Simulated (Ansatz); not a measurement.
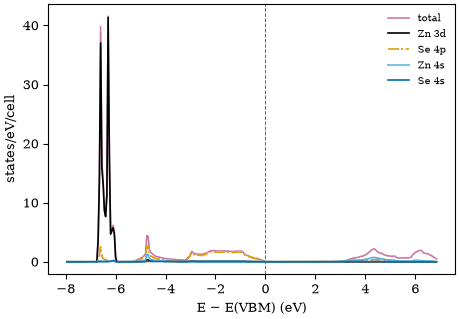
Figure: Total and projected density of states of ZnSe (zinc blende, F-43m), r²SCAN in the plane-wave PAW code Ansatz

Problem. Which orbitals carry the states next to the gap?

Solution. Top 1 eV of the valence band: Se 4p 91 %, Zn 3d 5 %. Bottom 1 eV of the conduction band: Zn 4s 60 %, Se 4s 22 %, Se 4p 16 %. Projections are on Löwdin-orthogonalised atomic valence shells; empty p or d shells of many metals are not among them.

Problem. Where is the tallest occupied peak in this window, and what makes it?

Solution. Near -6.3 eV, about 42 states/eV per cell; the largest projected share is Zn 3d.

The r²SCAN relaxation kept the symmetry of its start; phonons on a q-mesh show no instability. Scalar-relativistic: spin–orbit coupling is off unless named, which matters more the heavier the elements.

Potentials: the earlier of the program's two PAW sets.
